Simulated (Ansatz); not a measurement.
**BNH6 (SMILES [BH3-][NH3+]) at r2SCAN/def2-TZVP**

What is the energy change on altering one bond length of BNH6 at r2SCAN/def2-TZVP? 

The results are computed with Ansatz 0.2.0.

51 further runs of the same task are left out: 51 set aside as unsound or not needed.

### Step 1. Starting point

The species is BNH6 (8 atoms), meant as a singlet with charge 0. SMILES: `[BH3-][NH3+]`. Geometry: relaxed at PBE0-D4/def2-TZVP.

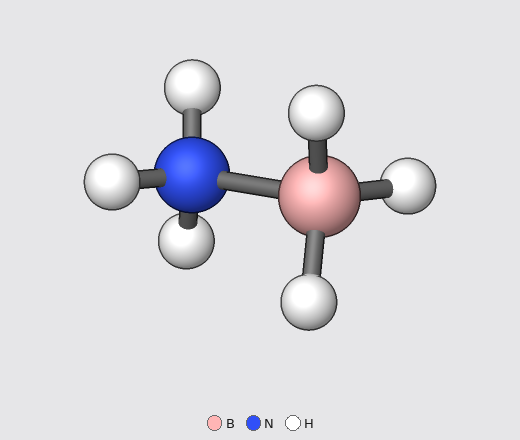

Viewed from a chosen angle; boron pink, nitrogen blue, hydrogen white.

### Step 2. The energy at r2SCAN/def2-TZVP

Input file molecule.yaml:

```yaml
crystal:
  periodic: [false, false, false]
  atoms:
    - {symbol: B, position_ang: [-0.191300, 0.250800, -0.775400]}
    - {symbol: N, position_ang: [0.206500, -0.255100, 0.731700]}
    - {symbol: H, position_ang: [-0.078200, -0.728400, -1.481000]}
    - {symbol: H, position_ang: [-1.332600, 0.649700, -0.687200]}
    - {symbol: H, position_ang: [0.604400, 1.126600, -1.038400]}
    - {symbol: H, position_ang: [0.140800, 0.507000, 1.398700]}
    - {symbol: H, position_ang: [1.156600, -0.611300, 0.755300]}
    - {symbol: H, position_ang: [-0.414000, -0.996500, 1.040500]}
basis:
  gaussian:
    orbitals: def2-TZVP
hamiltonian:
  xc: {name: r2SCAN}
accuracy: high
output:
  orbitals: {seedname: orbitals}
```

Command:

```console
$ ansatz run molecule.yaml --threads 1 --pin off --max-ram 3480MiB --events-out events.jsonl --progress --plain --runs-dir runs
```

The log of the run:

```text
Warning: RAYON_NUM_THREADS=1 ignored (pool sized by the plan → 1); use --threads N
Functional definition: r2SCAN
  name "r2SCAN"
  parameter k0 = 0.174
  parameter k1 = 0.065
  parameter a1 = 4.9479
  exchange = r2scan_x(k0 = k0, k1 = k1, a1 = a1)
  correlation = r2scan_c
1878 factors; integrals over basis functions are off by at most 3.7e-9 eV
mean field evaluation 1: about -2256.4500 eV, gradient 5.7e1 eV
mean field evaluation 2: about -2250.9411 eV, gradient 7.5e1 eV
mean field evaluation 4: about -2263.6141 eV, gradient 2.9e0 eV
mean field evaluation 8: about -2263.6342 eV, gradient 7.9e-2 eV
mean field evaluation 16: about -2263.6343 eV, gradient 1.0e-6 eV
mean field -2263.63425455 eV, -83.1870245081 hartree, gradient 5.1e-8 eV, S^2 0.000000; 0 other end points of the search recorded, 0 dependent functions left out
reference -2263.63425542 eV, -83.1870245401 hartree; 9, 9 occupied and 89, 89 virtual orbitals, 1878 factors
Total energy: -2263.63425542 eV, -83.1870245401 hartree
```

Run time: 6.6 s. Hardware: 1 thread of Arm Neoverse V2, shared host; peak memory 0.26 GiB.

### Step 3. The distorted shape

Input file job.yaml:

```yaml
crystal:
  periodic: [false, false, false]
  atoms:
    - symbol: B
      position_ang: [-0.247846, 0.740367, -0.422624]
    - symbol: N
      position_ang: [0.149954, 0.234467, 1.084476]
    - symbol: H
      position_ang: [-0.078200, -0.728400, -1.481000]
    - symbol: H
      position_ang: [-1.389146, 1.139267, -0.334424]
    - symbol: H
      position_ang: [0.547854, 1.616167, -0.685624]
    - symbol: H
      position_ang: [0.084254, 0.996567, 1.751476]
    - symbol: H
      position_ang: [1.100054, -0.121733, 1.108076]
    - symbol: H
      position_ang: [-0.470546, -0.506933, 1.393276]
basis:
  gaussian: {orbitals: def2-TZVP}
hamiltonian: {xc: {name: r2SCAN}}
accuracy: high
output: {orbitals: {seedname: orbitals}}
```

Command:

```console
$ ansatz run job.yaml --threads 1 --pin off --max-ram 3480MiB --events-out events.jsonl --progress --plain --runs-dir runs
```

The log of the run:

```text
Warning: RAYON_NUM_THREADS=1 ignored (pool sized by the plan → 1); use --threads N
Functional definition: r2SCAN
  name "r2SCAN"
  parameter k0 = 0.174
  parameter k1 = 0.065
  parameter a1 = 4.9479
  exchange = r2scan_x(k0 = k0, k1 = k1, a1 = a1)
  correlation = r2scan_c
1881 factors; integrals over basis functions are off by at most 3.8e-9 eV
mean field evaluation 1: about -2255.4143 eV, gradient 5.5e1 eV
mean field evaluation 2: about -2248.4299 eV, gradient 7.5e1 eV
mean field evaluation 4: about -2262.0179 eV, gradient 1.8e0 eV
mean field evaluation 8: about -2262.0235 eV, gradient 3.5e-2 eV
mean field evaluation 16: about -2262.0235 eV, gradient 9.9e-7 eV
mean field -2262.02345584 eV, -83.1278287476 hartree, gradient 1.5e-8 eV, S^2 0.000000; 0 other end points of the search recorded, 0 dependent functions left out
reference -2262.02345673 eV, -83.1278287804 hartree; 9, 9 occupied and 89, 89 virtual orbitals, 1881 factors
Total energy: -2262.02345673 eV, -83.1278287804 hartree
```

It took 6.6 s on 1 thread of Arm Neoverse V2, shared host; peak memory 0.26 GiB.

### Step 4. Results

At r2SCAN/def2-TZVP:

```
                                                         quantity         value
                                        first shape: total energy  -83.18702 Eh
                                         first shape: HOMO energy      -6.71 eV
                                         first shape: LUMO energy      -0.03 eV
                                       first shape: HOMO–LUMO gap       6.68 eV
                                    distorted shape: total energy  -83.12783 Eh
                                     distorted shape: HOMO energy      -5.63 eV
                                     distorted shape: LUMO energy      -0.23 eV
                                   distorted shape: HOMO–LUMO gap       5.40 eV
energy change with the B1–H3 bond stretched from 1.212 to 1.818 Å      1.611 eV
```

**Reading.** With the B1–H3 bond stretched from 1.212 to 1.818 Å the energy rises by 1.61 eV (155 kJ/mol). The first shape isn't relaxed at this level, so the change isn't measured from a minimum.
